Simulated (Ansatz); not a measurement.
**C₂H₆FNSn: a ladder of functionals and wavefunction methods**

Aim: compute C₂H₆FNSn with functionals from several rungs and with coupled cluster, and see how far each lands from CCSD(T) at the basis-set limit for the atomisation energy.

Method: functionals in def2-TZVPP, the program's frozen cores in correlated methods; program: Ansatz 0.2.0, Gaussian basis.

The runs, in order: LDA (SPW92), PBE-D4, revPBE-D4, BLYP-D4, r2SCAN-D4, B97M-V, PBE0-D4, B3LYP-D4, r2SCANh-D4, r2SCAN0-D4, HSE06-D4, BHLYP-D4, CAM-B3LYP-D4, LC-ωPBE, ωB97X-V, ωB97M-V, B2PLYP, PBE-QIDH; CCSD(T)/def2-SVP; CCSD(T)/def2-TZVPP; MP2/def2-QZVPP; extrapolation to the limit; RPA on PBE.

## Step 1: The geometry

All runs share one geometry, relaxed beforehand with PBE0-D4 in a triple-zeta def2 set. Sn takes the def2 core potential; no spin-orbit term is included.

SMILES `C[N](C)[Sn][F]`, 11 atoms, charge 0, spin multiplicity 1.

Atoms are counted from 1 here; the program's logs count them from 0.

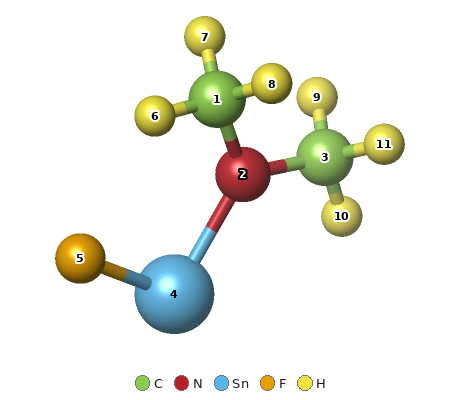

The structure; carbon green, nitrogen red, tin blue, fluorine amber, hydrogen yellow; atoms are numbered from 1 in the order of the file.

## Step 2: LDA

This LDA is Slater exchange with PW92 correlation.

The input, in.yaml:

```yaml
crystal:
  periodic: [false, false, false]
  atoms:
    - {symbol: C, position_ang: [-0.965579, -0.045803, 0.614336]}
    - {symbol: N, position_ang: [0.177903, 0.190825, -0.229517]}
    - {symbol: C, position_ang: [1.171873, -0.847212, -0.153274]}
    - {symbol: Sn, position_ang: [0.432137, 1.794942, -1.427205]}
    - {symbol: F, position_ang: [-1.277803, 2.599710, -0.919463]}
    - {symbol: H, position_ang: [-1.682138, 0.770088, 0.515535]}
    - {symbol: H, position_ang: [-0.669948, -0.124670, 1.670243]}
    - {symbol: H, position_ang: [-1.468344, -0.986129, 0.346806]}
    - {symbol: H, position_ang: [1.562568, -0.960853, 0.867942]}
    - {symbol: H, position_ang: [2.020361, -0.625576, -0.809451]}
    - {symbol: H, position_ang: [0.764269, -1.822424, -0.455351]}
basis:
  gaussian: {orbitals: def2-TZVPP}
hamiltonian: {xc: lda}
output: {orbitals: {seedname: orbitals}}
```

Started as:

```bash
> ansatz run in.yaml --threads 4 --pin off --events-out ev --progress --plain --max-ram 10444MiB
```

After this run come: PBE-D4 (GGA); revPBE-D4 (GGA); BLYP-D4 (GGA); r2SCAN-D4 (meta-GGA); B97M-V (meta-GGA); B3LYP-D4 (hybrid); r2SCANh-D4 (hybrid); r2SCAN0-D4 (hybrid); HSE06-D4 (hybrid); BHLYP-D4 (hybrid); CAM-B3LYP-D4 (range-separated); LC-ωPBE (range-separated); ωB97X-V (range-separated); ωB97M-V (range-separated); B2PLYP (double hybrid); PBE-QIDH (double hybrid); CCSD(T) in def2-SVP; CCSD(T) in def2-TZVPP; MP2 in def2-QZVPP; RPA on PBE orbitals.

Before running them: what should the planned runs give, taken together? Wanted: atomisation energy, CCSD(T)/CBS; farthest beyond LDA; mean size of error, GGA; mean size of error, meta-GGA; mean size of error, hybrid; mean size of error, range-separated; mean size of error, double hybrid; gap, smallest and largest; T1 diagnostic.

**Answer**, as computed:

```
                               quantity                                                                                                        value
        atomisation energy, CCSD(T)/CBS                                                                                               962.6 kcal/mol
functionals within 9.6 kcal/mol (1.0 %)  revPBE-D4, BLYP-D4, r2SCAN-D4, B97M-V, PBE0-D4, B3LYP-D4, HSE06-D4, CAM-B3LYP-D4, LC-ωPBE, ωB97X-V, ωB97M-V
                    farthest beyond LDA                                                                                    BHLYP-D4 (-35.3 kcal/mol)
                mean size of error, GGA                                                                                                10.2 kcal/mol
           mean size of error, meta-GGA                                                                                                 2.1 kcal/mol
             mean size of error, hybrid                                                                                                13.0 kcal/mol
    mean size of error, range-separated                                                                                                 4.1 kcal/mol
      mean size of error, double hybrid                                                                                                13.7 kcal/mol
              gap, smallest and largest                                                                         2.83 eV (BLYP-D4), 9.14 eV (LC-ωPBE)
                          T1 diagnostic                                                                                                       0.0174
triples share of the correlation energy                                                                                                        3.6 %
```

In words: LDA overbinds by 145.2 kcal/mol (15 %). PBE-D4 misses by +21.8 kcal/mol. Double hybrids carry the basis error of their MP2 part in triple zeta, and no dispersion term here, so their miss is partly the set-up's. The rungs meta-GGA, range-separated miss on average by less than the doubt on the reference (9.6 kcal/mol), so they tie. Misses under about 9.6 kcal/mol are within the doubt on the reference itself, which lacks core-valence correlation, spin-orbit coupling and higher excitations, and its outer-core shells are covered unevenly. All levels share the lack of spin-orbit coupling, which lowers the free heavy atoms and so the true binding. Hartree-Fock recovers 70 % of the binding; the rest is correlation. CCSD(T) in def2-SVP is off by -61.8 kcal/mol, which most functionals beat. Orbital gaps span 2.8 to 9.1 eV; exact exchange widens them. Correlated methods include outer-core shells of Sn, which these sets cover unevenly.
